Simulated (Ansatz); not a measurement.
# FCI/STO-3G run of SiF3 (SMILES F[Si](F)F)

Aim: the energy change on altering one bond length of SiF3 at FCI/STO-3G, from 2 runs. 

The calculation is run with Ansatz 0.2.0.

45 further runs of the same task are left out: 7 that didn't finish, 38 set aside as unsound or not needed.

### Step 1. Starting point

SiF3: 4 atoms, total charge 0, spin state doublet. SMILES: `F[Si](F)F`. Geometry: relaxed at GFN2-xTB.

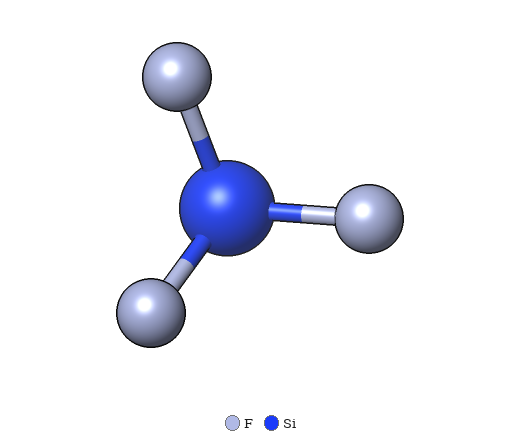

The structure, seen from a chosen angle (fluorine light blue, silicon blue).

### Step 2. The energy at FCI/STO-3G

The input, molecule.yaml:

```yaml
crystal:
  periodic: [false, false, false]
  atoms:
    - symbol: F
      position_ang: [0.787890, -0.508980, 1.119030]
    - symbol: Si
      position_ang: [-0.325240, 0.244050, 0.268860]
    - symbol: F
      position_ang: [-0.962750, -0.889100, -0.646850]
    - symbol: F
      position_ang: [0.500100, 1.154030, -0.741040]
basis:
  gaussian: {orbitals: STO-3G}
magnetization: {spin_polarized: true, initial_magnetization: 1}
correlation: {method: fci, frozen_orbitals: {F: 1, Si: 5}}
accuracy: high
```

On the command line:

```bash
ansatz run molecule.yaml --threads 1 --pin off --max-ram 2610MiB --events-out events.jsonl --progress --plain --runs-dir runs
```

Log:

```text
Warning: RAYON_NUM_THREADS=1 ignored (pool sized by the plan → 1); use --threads N
Functional definition: HF
  name "HF"
  exchange = exact_x
  correlation = 0
460 factors; integrals over basis functions are off by at most 3.5e-8 eV
mean field evaluation 1: about -15771.9749 eV, gradient 1.8e1 eV
mean field evaluation 2: about -15772.0540 eV, gradient 1.8e1 eV
mean field evaluation 4: about -15775.1968 eV, gradient 1.2e0 eV
mean field evaluation 8: about -15775.2219 eV, gradient 3.2e-8 eV
mean field -15775.22186849 eV, -579.7287108375 hartree, gradient 3.2e-8 eV, S^2 0.758778; 0 other end points of the search recorded, 0 dependent functions left out
8 core orbitals not correlated: weight in the atoms' cores, before any rotation towards them, 1.000 or more for the frozen orbitals, at most 0.000 for the correlated occupied ones
reference -15775.16287979 eV, -579.7265430427 hartree; 13, 12 occupied and 3, 4 virtual orbitals, 460 factors
state -15777.78093962 eV, -579.8227549671 hartree
Total energy: -15777.78093962 eV, -579.8227549671 hartree
```

It took 2.5 s on 1 thread of AMD EPYC 9R45 (Zen 5), shared host; peak memory 0.18 GiB.

### Step 3. The distorted shape, same level

The input, molecule.yaml:

```yaml
crystal:
  periodic: [false, false, false]
  atoms:
    - {symbol: F, position_ang: [1.066162, -0.697230, 1.331564]}
    - {symbol: Si, position_ang: [-0.325240, 0.244050, 0.268860]}
    - {symbol: F, position_ang: [-0.962750, -0.889100, -0.646850]}
    - {symbol: F, position_ang: [0.500100, 1.154030, -0.741040]}
basis:
  gaussian:
    orbitals: STO-3G
magnetization:
  spin_polarized: true
  initial_magnetization: 1
correlation:
  method: fci
  frozen_orbitals: {F: 1, Si: 5}
accuracy: high
```

On the command line:

```bash
ansatz run molecule.yaml --threads 1 --pin off --max-ram 2610MiB --events-out events.jsonl --progress --plain --runs-dir runs
```

Log:

```text
Warning: RAYON_NUM_THREADS=1 ignored (pool sized by the plan → 1); use --threads N
Functional definition: HF
  name "HF"
  exchange = exact_x
  correlation = 0
450 factors; integrals over basis functions are off by at most 3.1e-8 eV
mean field evaluation 1: about -15768.2433 eV, gradient 2.1e1 eV
mean field evaluation 2: about -15768.3230 eV, gradient 2.1e1 eV
mean field evaluation 4: about -15773.5815 eV, gradient 2.3e0 eV
mean field evaluation 8: about -15773.9686 eV, gradient 2.6e-1 eV
mean field evaluation 16: about -15773.6241 eV, gradient 3.6e0 eV
mean field -15773.97247377 eV, -579.6827964286 hartree, gradient 1.3e-8 eV, S^2 0.890105; 2 other end points of the search recorded, 0 dependent functions left out
8 core orbitals not correlated: weight in the atoms' cores, before any rotation towards them, 1.000 or more for the frozen orbitals, at most 0.000 for the correlated occupied ones
reference -15773.35045655 eV, -579.6599377174 hartree; 13, 12 occupied and 3, 4 virtual orbitals, 450 factors
state -15776.88710481 eV, -579.7899071437 hartree
Total energy: -15776.88710481 eV, -579.7899071437 hartree
```

Run time: 3.9 s. Hardware: 1 thread of AMD EPYC 9R45 (Zen 5), shared host; peak memory 0.2 GiB.

### Step 4. What came out

At FCI/STO-3G, 8 core orbitals frozen:

```
                                                          quantity          value
                                         first shape: total energy  -579.82275 Eh
          first shape: correlation energy (8 core orbitals frozen)      -96.2 mEh
                                     distorted shape: total energy  -579.78991 Eh
      distorted shape: correlation energy (8 core orbitals frozen)     -130.0 mEh
energy change with the F1–Si2 bond stretched from 1.590 to 1.988 Å       0.894 eV
```

**Reading.** With the F1–Si2 bond stretched from 1.590 to 1.988 Å the energy rises by 0.89 eV (20.6 kcal/mol). The first shape isn't relaxed at this level, so the change isn't measured from a minimum. The minimal basis adds a large error of its own.
